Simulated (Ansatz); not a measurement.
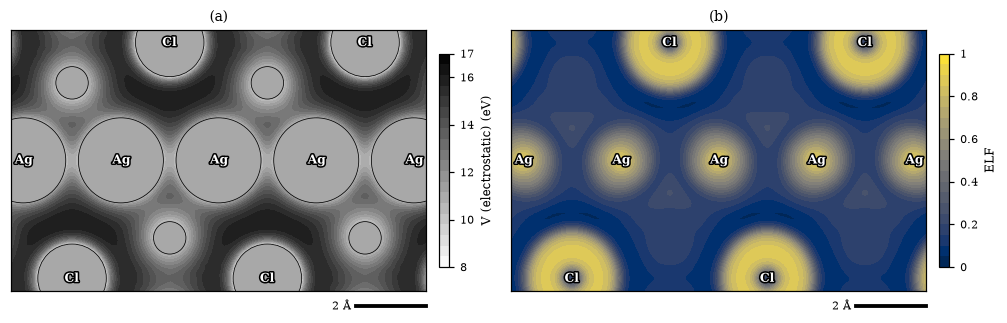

The picture shows: Ag$_{5}$Cl. (a) electrostatic potential (local pseudopotential plus Hartree) felt by an electron; (b) electron localisation function on the (101) plane of the conventional cell. Grey discs cover the atomic cores in the potential map.

Space group P6/mmm; a structure generated by program, which may or may not match a known phase.

Theory: DFT PBE, scalar-relativistic, plane waves, PAW (Ansatz 0.2.0).

In a PAW calculation such maps are meaningful between the atoms, not at the nuclei.

Question: Read the bonding off the picture.

Answer: The plane passes through Ag and Cl nuclei. Ag–Cl (3.66 Å): the ELF is about 0.05 at the midpoint: no shared electron pair shows on this line. The features right at Ag lie inside the PAW spheres, where the map follows smoothed inner orbitals and isn't to be read closely. Outside the cores the potential energy rises away from the atoms and is highest about 1.6 Å from the nearest atoms; its zero is arbitrary.
